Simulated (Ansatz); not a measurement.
# Calculations on AlBNH5OClF

## 1. Relaxation

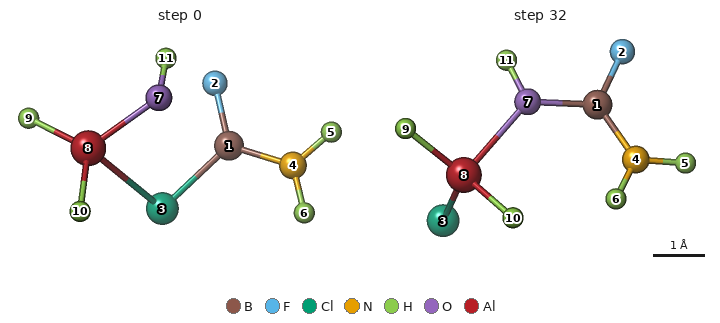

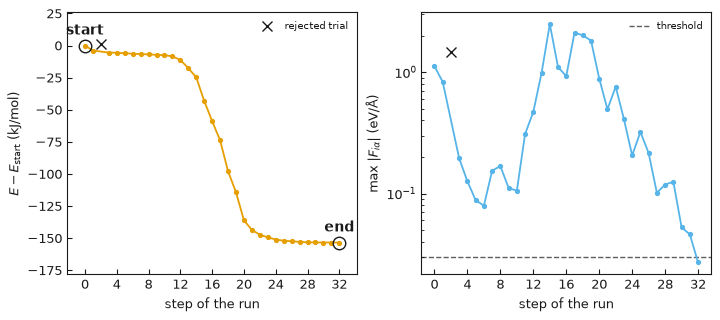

First and last geometry of a relaxation of AlBNH5OClF, with the history of the run. A ball-and-stick model, seen at a tilt.

The run prepares an end point of a later path (reaction) calculation, from a guessed geometry.

The calculation used RKS BHLYP/def2-SVP (Ansatz 0.2.0).

The input:
```yaml
crystal:
  periodic: [false, false, false]
  atoms:
    - { symbol: B, position_ang: [-0.156058, -0.111421, -0.009749] }
    - { symbol: F, position_ang: [-0.362175, -0.911458, 1.019853] }
    - { symbol: Cl, position_ang: [1.484109, 0.657338, -0.124461] }
    - { symbol: "N", position_ang: [-1.057152, 0.022899, -1.04291] }
    - { symbol: H, position_ang: [-1.960506, -0.417246, -1.024039] }
    - { symbol: H, position_ang: [-0.903191, 0.616602, -1.835873] }
    - { symbol: O, position_ang: [-0.680374, 1.570893, 1.914663] }
    - { symbol: Al, position_ang: [0.918643, 2.215578, 2.02533] }
    - { symbol: H, position_ang: [1.898856, 1.575577, 3.078515] }
    - { symbol: H, position_ang: [1.160294, 3.612139, 1.355047] }
    - { symbol: H, position_ang: [-0.867246, 0.701399, 2.311425] }
basis:
  gaussian: { orbitals: def2-SVP }
hamiltonian:
  xc: { name: BHLYP }
relax:
  f_tol: 0.03
  max_steps: 50
```

Run as
```bash
ansatz run input.yaml --threads 4 --pin off --max-ram 5120MiB --backend cpu --events-out ev --progress --plain --runs-dir out
```

> Did the run converge, and what did it change?

It converged. The largest move after the best rigid fit is that of Cl3, 1.62 Å. Largest moves by element: Cl 1.62 Å, H 1.50 Å, O 1.21 Å, F 1.16 Å, B 0.98 Å, Al 0.73 Å. Some distances before and after: B1–Cl3 1.815 → 3.952 Å, B1–O7 2.609 → 1.402 Å, Cl3–Al8 2.715 → 2.139 Å, O7–Al8 1.728 → 1.984 Å. New bonds form, among them: B1–O7 (2.61 → 1.40 Å). Bonds break, among them: B1–Cl3 (1.82 → 3.95 Å). Bond angles that change, for instance: O7–Al8–H9 117.9° → 97.9°, O7–Al8–H10 116.6° → 99.0°, Cl3–Al8–H10 98.1° → 114.3°. Over 31 accepted moves (32 points after the start) the energy falls by 153.4 kJ/mol. The largest force component goes from 1.1 to 0.027 eV/Å. The line search rejected the trial step at point 2 of the run. Cost: 72 s on 4 threads of Arm Neoverse V2 (shared host), peak memory 0.28 GiB.

## 2. Relaxation

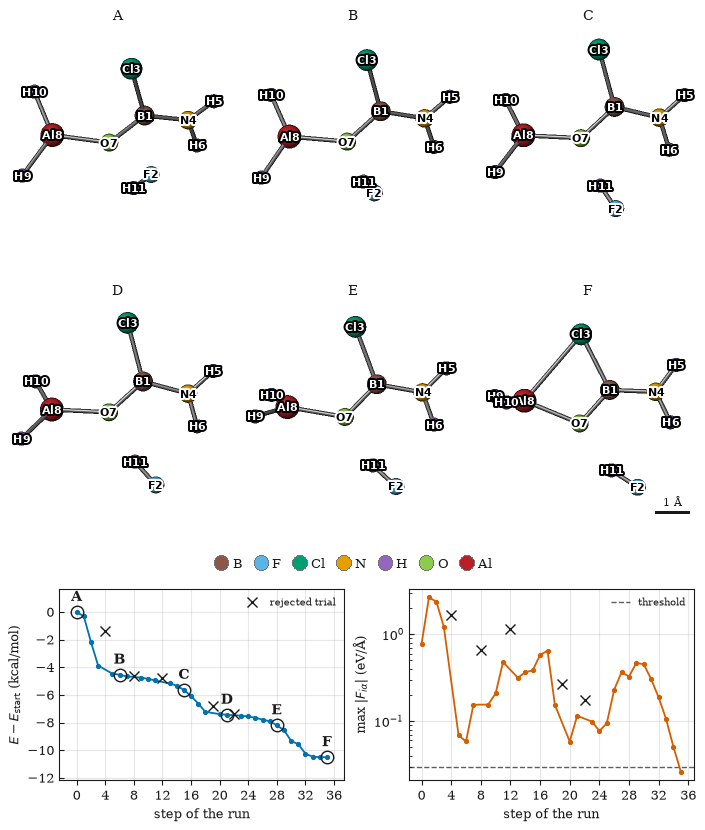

Frames of a relaxation of AlBNH5OClF, marked on the history of the run. Style: ball-and-stick. Shown at a tilt.

The run prepares an end point of a later path (reaction) calculation, from a guessed geometry.

Level of theory: RKS BHLYP/def2-SVP in Ansatz.

The input:
```yaml
crystal:
  periodic: [false, false, false]
  atoms:
    - { symbol: B, position_ang: [-0.095614, 0.653364, -0.033821] }
    - { symbol: F, position_ang: [-0.243067, -1.304752, 1.563715] }
    - { symbol: Cl, position_ang: [1.526231, 0.255813, -0.704157] }
    - { symbol: "N", position_ang: [-1.228211, 0.340537, -0.77255] }
    - { symbol: H, position_ang: [-1.193209, -0.223169, -1.601309] }
    - { symbol: H, position_ang: [-2.152604, 0.553538, -0.443994] }
    - { symbol: O, position_ang: [-0.14217, 1.378611, 1.136832] }
    - { symbol: Al, position_ang: [0.907737, 2.493423, 1.910439] }
    - { symbol: H, position_ang: [1.009407, 2.339368, 3.467505] }
    - { symbol: H, position_ang: [1.58752, 3.629728, 1.074383] }
    - { symbol: H, position_ang: [-0.500819, -0.584162, 2.070758] }
basis:
  gaussian: { orbitals: def2-SVP }
hamiltonian:
  xc: { name: BHLYP }
relax:
  f_tol: 0.03
  max_steps: 50
```

Command:
```bash
ansatz run input.yaml --threads 4 --pin off --max-ram 5120MiB --backend cpu --events-out ev --progress --plain --runs-dir out
```

What happens along the run?

The atom that moves furthest after the best rigid fit is H9 (1.98 Å). By element the largest moves are H 1.98 Å, F 1.95 Å, Cl 1.46 Å, N 0.68 Å, Al 0.43 Å, O 0.41 Å. Some distances before and after: Cl3–Al8 3.497 → 2.590 Å, O7–Al8 1.716 → 1.789 Å, B1–Cl3 1.799 → 1.864 Å, B1–O7 1.378 → 1.335 Å. New bonds form, among them: Cl3–Al8 (3.50 → 2.59 Å). Among the angles between lasting bonds that change: B1–O7–Al8 134.8° → 109.5°, Cl3–B1–O7 117.6° → 110.7°, N4–B1–O7 122.9° → 129.4°. Groups turn about O7–Al8 by about 45°, B1–O7 by about 30°. Over 30 accepted moves (35 points after the start) the energy falls by 10.5 kcal/mol. The largest force component goes from 0.78 to 0.026 eV/Å. The line search rejected the trial steps at points 4, 8, 12, 19, 22 of the run. The run took 78 s on 4 threads of Arm Neoverse V2, with other jobs on the host, peak memory 0.28 GiB. From step 0 to 6: F2 moves most (0.65 Å), energy −4.54 kcal/mol. From step 6 to 15: F2 moves most (0.76 Å), energy −1.10 kcal/mol. From step 15 to 21: F2 moves most (0.70 Å), energy −1.80 kcal/mol. From step 21 to 28: H9 moves most (0.71 Å), energy −0.76 kcal/mol. From step 28 to 35: H9 moves most (0.56 Å), energy −2.31 kcal/mol.

| step | E − E(0), kcal/mol | largest force component, eV/Å | note |
| --- | --- | --- | --- |
| 0 | 0.00 | 0.7752 |  |
| 1 | -0.32 | 2.6605 |  |
| 2 | -2.18 | 2.3824 |  |
| 3 | -3.88 | 1.2300 |  |
| 4 | -1.38 | 1.6833 | rejected |
| 5 | -4.46 | 0.0686 |  |
| 6 | -4.54 | 0.0583 |  |
| 7 | -4.66 | 0.1546 |  |
| 8 | -4.61 | 0.6568 | rejected |
| 9 | -4.75 | 0.1552 |  |
| 10 | -4.84 | 0.2097 |  |
| 11 | -4.95 | 0.4787 |  |
| 13 | -5.17 | 0.3162 |  |
| 14 | -5.33 | 0.3658 |  |
| 15 | -5.64 | 0.3843 |  |
| 17 | -6.62 | 0.6481 |  |
| 18 | -7.23 | 0.1536 |  |
| 19 | -6.84 | 0.2707 | rejected |
| 21 | -7.44 | 0.1152 |  |
| 22 | -7.40 | 0.1751 | rejected |
| 23 | -7.50 | 0.0990 |  |
| 24 | -7.56 | 0.0771 |  |
| 26 | -7.79 | 0.2306 |  |
| 27 | -7.91 | 0.3668 |  |
| 28 | -8.20 | 0.3266 |  |
| 30 | -9.33 | 0.4515 |  |
| 31 | -9.57 | 0.3028 |  |
| 32 | -10.25 | 0.1881 |  |
| 34 | -10.50 | 0.0504 |  |
| 35 | -10.51 | 0.0261 |  |

Limits of the set-up: the start holds two separate molecules, 2.2 Å apart at their closest, whose relative position is a soft coordinate and is computed without a dispersion correction.

## 3. Path

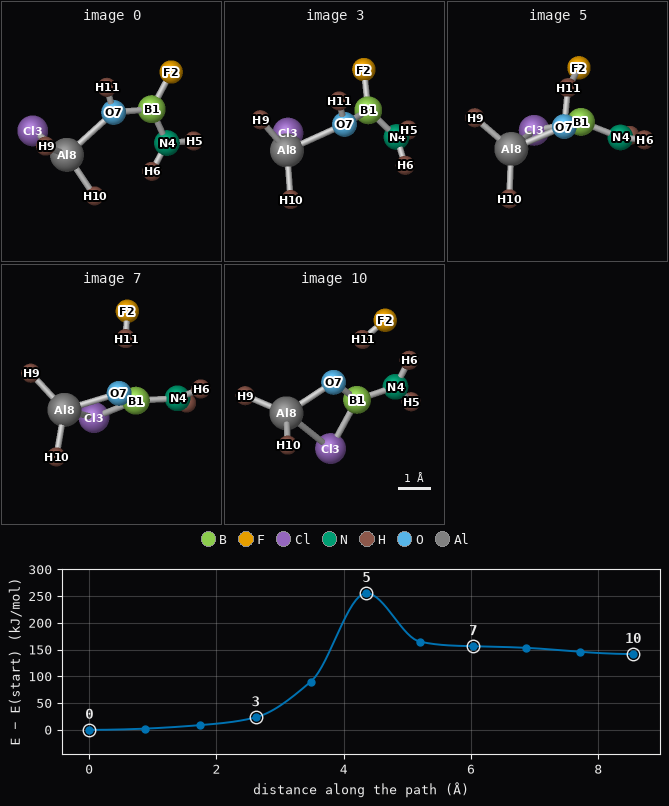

A search for the minimum-energy path of AlBNH₅OClF by the nudged elastic band. Images are numbered from 0 (start) to 10 (end). Style: ball-and-stick. Shown at a tilt.

Method: RKS BHLYP/def2-SVP in Ansatz. Set-up: 9 movable images; climbing image; force threshold 0.03 eV/Å; iteration limit 60; starting path through a guess of the saddle point.

Q: What happens along the path, and what is the barrier?

A: The energy climbs by 255.7 kJ/mol to image 5 and then falls by 113.8 kJ/mol, so the end point sits at +141.8 kJ/mol. Breaking: B1–F2 (1.32 → 1.73 at the top → 3.02 Å), O7–H11 (0.96 → 1.23 at the top → 1.69 Å). Forming: B1–Cl3 (3.95 → 1.92 at the top → 1.86 Å), F2–H11 (2.37 → 1.14 at the top → 0.93 Å). The band converged in 27 iterations, with a climbing image at the top.
